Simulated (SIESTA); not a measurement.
Band structure of LaOs2 (Fd-3m, 6 atoms in the cell).

```
CELL_PARAMETERS angstrom
      0.00000     3.79508     3.79508
      3.79508     0.00000     3.79508
      3.79508     3.79508     0.00000
ATOMIC_POSITIONS crystal
  La 0.75000 0.75000 0.75000
  La 0.50000 0.50000 0.50000
  Os 0.12500 0.62500 0.12500
  Os 0.12500 0.12500 0.12500
  Os 0.62500 0.12500 0.12500
  Os 0.12500 0.12500 0.62500
```

Level of theory: GGA PBEsol, numerical atomic orbitals TZP, PseudoDojo PBEsol standard norm-conserving potentials (rewritten from UPF to PSML) run with SIESTA.

Settings: XC.functional = GGA; XC.authors = PBEsol; potentials = PseudoDojo PBEsol standard; PAO.BasisSize = TZP; PAO.EnergyShift = 0.005 Ry; MeshCutoff = 400 Ry; kgrid.MonkhorstPack = 7 7 7; OccupationFunction = FD; ElectronicTemperature = 1578.21 K; MaxSCFIterations = 150; SCF.Mixer.Method = Pulay; SCF.Mixer.Weight = 0.1; SCF.Mixer.History = 8; SCF.DM.Tolerance = 1.0E-04.

The starting cell comes from a database of computed structures (which also holds hypothetical and non-ambient phases and stackings), without a prior relaxation at this level. Its lattice was rescaled by a random factor within 2.5 % of one. Spin-orbit coupling is off. Spin polarisation is off. Values carry the incompleteness of an atom-centred basis.

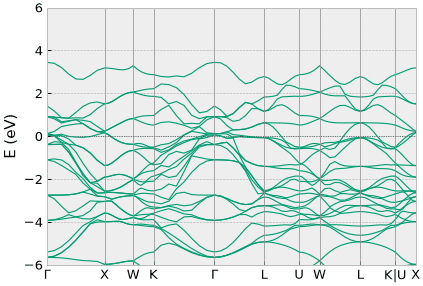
Figure: Bands along the path, energies from the Fermi level.

Levels in eV from the Fermi level, bands 41 to 46:
| point | 41 | 42 | 43 | 44 | 45 | 46 |
|---|---|---|---|---|---|---|
| Γ | 0.06 | 0.12 | 0.12 | 0.12 | 0.91 | 0.91 |
| X | -1.37 | -1.37 | 0.16 | 0.16 | 0.24 | 0.24 |
| W | -0.66 | -0.66 | -0.38 | -0.38 | 0.82 | 0.82 |
| K | -1.25 | -0.58 | -0.54 | -0.51 | 0.52 | 0.96 |
| L | -0.07 | -0.07 | -0.07 | 0.63 | 0.63 | 1.16 |
| U | -1.25 | -0.58 | -0.54 | -0.51 | 0.52 | 0.96 |

Bands cross the Fermi level along this path, so the cell is metallic at this level.

Higher empty bands are left out: an atom-centred basis made for the valence describes them poorly.
